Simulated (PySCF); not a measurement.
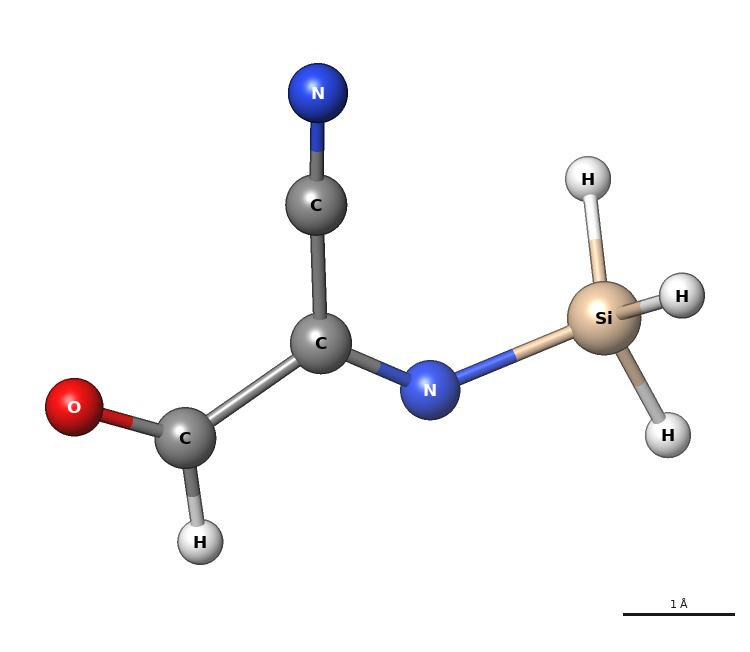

The picture shows a molecular structure as a ball-and-stick model. Every bond is drawn as one stick, whatever its order.

The computed structure is the end point of a GFN2-xTB optimisation. No frequency run is at hand to confirm it as a minimum.

Identify the structure.

Formula C3H4N2OSi. Its SMILES string is `N#C/C(C=O)=N\[SiH3]`. It has no ring. Among its groups: aldehyde, nitrile, imine, Si–H bond, Si–N bond. The point group is Cs. Coordination: 1 C linear; 2 C trigonal planar; 1 N bent; 1 Si tetrahedral.

More results for the same structure follow; atom numbers are the same in all pictures, views and colours differ.

**Dipole moment**

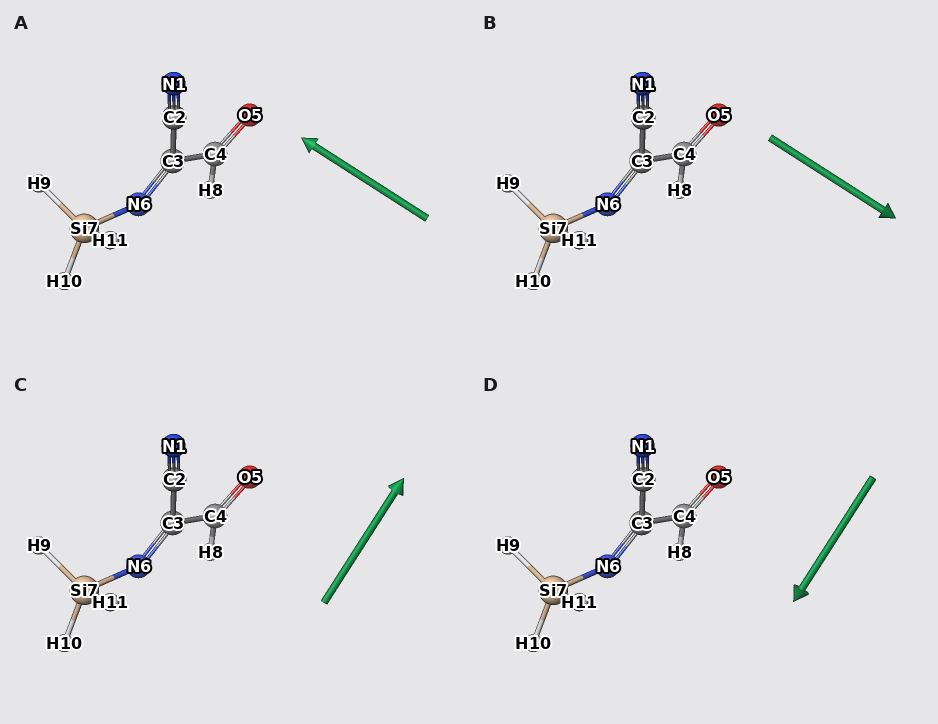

The same molecule four times, each with an arrow. No frequency run is at hand to confirm it as a minimum. Level of theory: CAM-B3LYP/def2-SVPD, gas phase (PySCF 2.14.0).

> Which arrow points along the dipole moment, from the negative to the positive end?

D. The dipole moment is 3.89 D; it points from the side of N1 to the side of H10 (the outermost atoms at the two ends).

**Excitation**

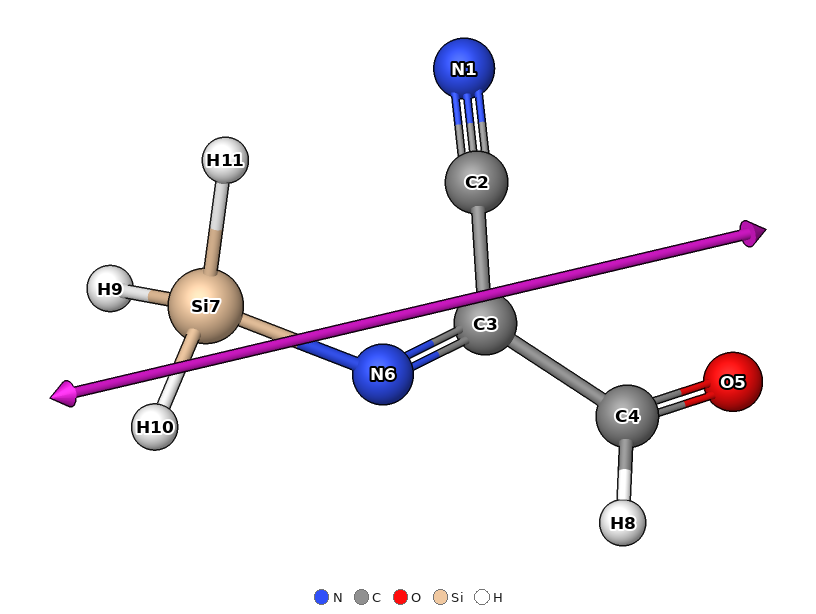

The double arrow shows the direction of the transition dipole to excited singlet state 4 (its length means nothing). No frequency run is at hand to confirm it as a minimum. Method: TDDFT CAM-B3LYP/def2-SVPD, vertical, gas phase, core orbitals frozen in the response (PySCF 2.14.0).

> How is the transition polarised?

Nearly parallel to the C4–O5 bond.

> Where does the transition lie, and how strong is it?

5.86 eV (212 nm), oscillator strength 0.27, mainly HOMO−2 → LUMO (weight 0.92); transition dipole 3.51 D.

**Core levels**

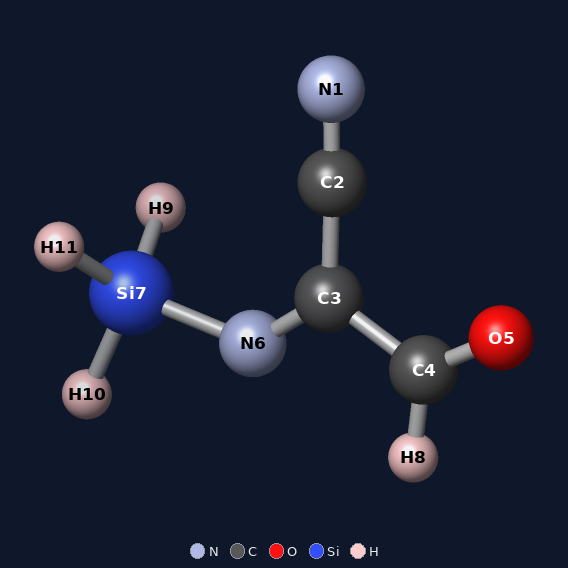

No frequency run is at hand to confirm it as a minimum. Level of theory: delta-SCF UKS SCAN, pcX-2 on the ionised atom, pcseg-1 elsewhere, spin-free X2C (PySCF 2.14.0).

Give the core-electron binding energies (to vacuum; p and d levels without spin–orbit splitting) of N1 1s, C2 1s, C3 1s, C4 1s, O5 1s, N6 1s, Si7 1s, Si7 2p.

```tsv
atom	level	binding energy (eV)
N1	1s	405.8
C2	1s	292.8
C3	1s	293.8
C4	1s	294.2
O5	1s	538.9
N6	1s	405.3
Si7	1s	1847.5
Si7	2p	107.9
```

The geometry is semi-empirical. Around Si such bond lengths and angles can be off by a tenth of an ångström or more and by several degrees, and values that hang on the shape move with them.
